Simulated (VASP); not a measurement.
Band structure of Rb (space group I4_1/amd). Level of theory: LDA (Ceperley-Alder, Perdew-Zunger), VASP's LDA PAW potentials (set 64) (plane waves; VASP).

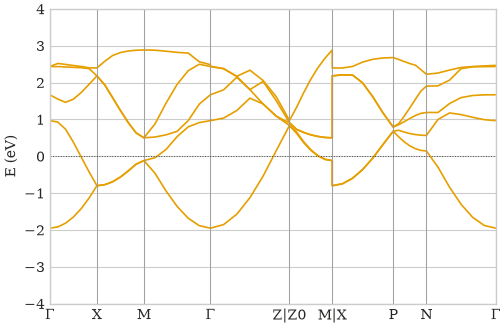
Fig. 1. Bands along high-symmetry lines, zero at the valence-band maximum or, without a gap, the Fermi level

Task: Read the plot: is there a gap, and where are the band edges?

Result: It has no gap at this level: it comes out as a metal or semimetal.

The structure was generated: Rb was put into an ordered model structure, which need not be its known phase. The cell was not relaxed at this level.
